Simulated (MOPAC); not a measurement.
Potential energy surface of HF2 (anion, charge -1), singlet: collinear F-H-F surface. Scanned: F-H distance and H-F distance.

Calculation: PM3, restricted, heats of formation (MOPAC).

Energy in eV above the lowest grid point; x is the F-H distance (Å), y the H-F distance (Å).

```
y \ x   0.81   0.87   0.95   1.03   1.11   1.21   1.31   1.42   1.57   1.76   1.99   2.33   2.75
-----  -----  -----  -----  -----  -----  -----  -----  -----  -----  -----  -----  -----  -----
2.75   1.970  1.436  1.235  1.432  1.860  2.525  3.187  3.844  4.684  5.810  7.079  8.271  9.098
2.33   1.825  1.281  1.063  1.238  1.641  2.268  2.886  3.490  4.253  5.283  6.452  7.534  8.271
1.99   1.556  0.985  0.733  0.872  1.234  1.804  2.358  2.888  3.548  4.459  5.506  6.452  7.079
1.76   1.254  0.632  0.311  0.388  0.693  1.197  1.688  2.150  2.718  3.521  4.459  5.283  5.810
1.57   1.197  0.521  0.121  0.114  0.336  0.746  1.156  1.540  2.018  2.718  3.548  4.253  4.684
1.42   1.364  0.637  0.168  0.086  0.229  0.538  0.856  1.155  1.540  2.150  2.888  3.490  3.844
1.31   1.556  0.766  0.229  0.085  0.167  0.397  0.636  0.856  1.156  1.688  2.358  2.886  3.187
1.21   1.792  0.908  0.274  0.056  0.075  0.232  0.397  0.538  0.746  1.197  1.804  2.268  2.525
1.11   2.203  1.177  0.393  0.064  0.000  0.075  0.167  0.229  0.336  0.693  1.234  1.641  1.860
1.03   2.811  1.631  0.678  0.222  0.064  0.056  0.085  0.086  0.114  0.388  0.872  1.238  1.432
0.95   3.841  2.472  1.305  0.678  0.393  0.274  0.229  0.168  0.121  0.311  0.733  1.063  1.235
0.87   5.491  3.899  2.472  1.631  1.177  0.908  0.766  0.637  0.521  0.632  0.985  1.281  1.436
0.81   7.273  5.491  3.841  2.811  2.203  1.792  1.556  1.364  1.197  1.254  1.556  1.825  1.970
```

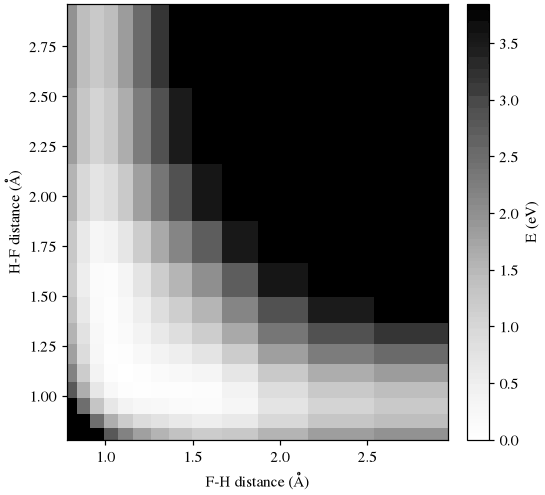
Figure. Energy surface, cut off at 4 eV.

Points that lie below all their neighbours on the grid: x = 1.11, y = 1.11 (0.000 eV).
